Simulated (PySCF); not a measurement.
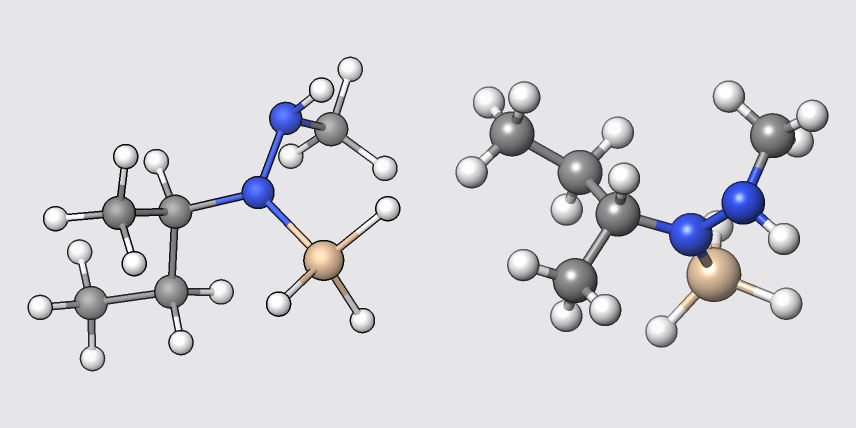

Both panels show the same species. Colours: carbon grey, nitrogen blue, silicon light orange, hydrogen white.

The computed structure is the end point of a GFN2-xTB optimisation. No frequency run is at hand to confirm it as a minimum.

> Count the atoms of each element.

C5H16N2Si, 24 atoms: 5 carbon, 16 hydrogen, 2 nitrogen and 1 silicon.

> How many bonds of each kind are drawn?

12 C–H, 3 C–C, 3 Si–H, 2 C–N, 1 N–Si, 1 N–N, 1 N–H.

> Give a SMILES string for it.

CC[C@@H](C)N([SiH3])NC

The parts below concern this one geometry. Atoms keep their numbers from picture to picture.

Geometry

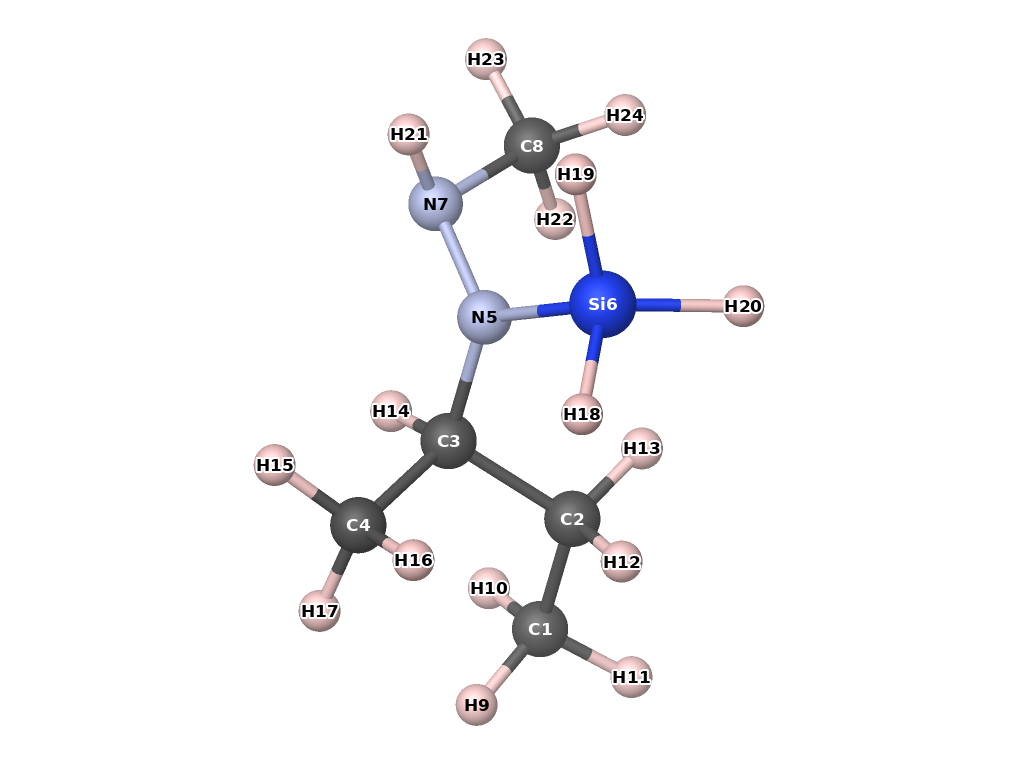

Atoms carry their numbers in the input. No frequency run is at hand to confirm it as a minimum.

Estimate the angles C1–C2–C3, C1–C2–H12, C2–C3–C4, C2–C3–H14, C3–C2–H13, C3–C4–H15, C3–N5–N7, C4–C3–H14, N5–C3–H14, N5–Si6–H18, N5–N7–H21, C8–N7–H21.

| angle | degrees |
| --- | --- |
| C1–C2–C3 | 113.1 |
| C1–C2–H12 | 109.7 |
| C2–C3–C4 | 111.9 |
| C2–C3–H14 | 108.8 |
| C3–C2–H13 | 108.3 |
| C3–C4–H15 | 109.6 |
| C3–N5–N7 | 111.8 |
| C4–C3–H14 | 108.3 |
| N5–C3–H14 | 105.7 |
| N5–Si6–H18 | 107.9 |
| N5–N7–H21 | 107.9 |
| C8–N7–H21 | 109.3 |

Electronic properties

No frequency run is at hand to confirm it as a minimum. Properties computed with PBE0/pcSseg-1, gas phase (PySCF 2.14.0).

> Estimate the HOMO energy (Kohn–Sham orbital).

−5.98 eV.

> Estimate the dipole moment.

0.72 D.

> Give the HOMO–LUMO gap at this level.

6.86 eV.

NMR shielding

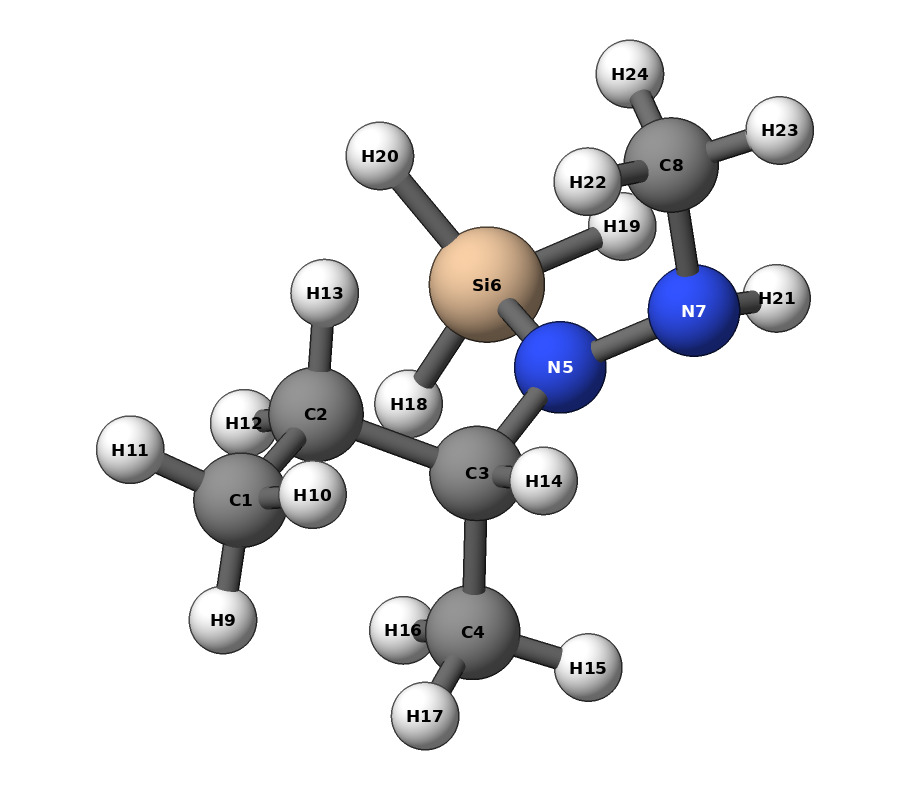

No frequency run is at hand to confirm it as a minimum. Method: GIAO PBE0/pcSseg-1 NMR shielding, non-relativistic, gas phase (PySCF 2.14.0). Principal shieldings σ11 ≤ σ22 ≤ σ33, span Ω = σ33 − σ11, skew κ = 3(σiso − σ22)/Ω.

Give the shielding tensors of the Si atoms.

| atom | σ11 | σ22 | σ33 | σiso | Ω | κ |
| --- | --- | --- | --- | --- | --- | --- |
| Si6 | 366.5 | 399.9 | 480.8 | 415.7 | 114.3 | 0.42 |

Shieldings and span in ppm.

Quadrupole coupling

No frequency run is at hand to confirm it as a minimum. Electric field gradients from the ground-state density, PBE0/pcSseg-1 (PySCF 2.14.0), non-relativistic apart from any core potentials.

Give the largest field-gradient component, the quadrupole coupling constant and the asymmetry for 14N at N5 (Q = 20.44 mb), 14N at N7 (Q = 20.44 mb), 2H at H9 (Q = 2.86 mb), 2H at H10 (Q = 2.86 mb).

```
atom  V_zz (a.u.)  e²qQ/h (MHz)     η
  N5       −1.390         −6.67  0.50
  N7       −1.414         −6.79  0.45
  H9        0.317         0.213  0.02
 H10        0.314         0.211  0.02
```

Charges

The questions are on IAO charges. No frequency run is at hand to confirm it as a minimum. Level of theory: PBE0/pcSseg-1, gas phase (PySCF 2.14.0).

List the IAO charges.

| atom | value (e) |
| --- | --- |
| C1 | −0.42 |
| C2 | −0.26 |
| C3 | 0.01 |
| C4 | −0.42 |
| N5 | −0.44 |
| Si6 | 0.70 |
| N7 | −0.31 |
| C8 | −0.31 |
| H9 | 0.14 |
| H10 | 0.14 |
| H11 | 0.14 |
| H12 | 0.12 |
| H13 | 0.13 |
| H14 | 0.14 |
| H15 | 0.15 |
| H16 | 0.13 |
| H17 | 0.13 |
| H18 | −0.13 |
| H19 | −0.13 |
| H20 | −0.16 |
| H21 | 0.25 |
| H22 | 0.14 |
| H23 | 0.15 |
| H24 | 0.11 |

The geometry is semi-empirical. Around Si such bond lengths and angles can be off by a tenth of an ångström or more and by several degrees, and values that hang on the shape move with them.
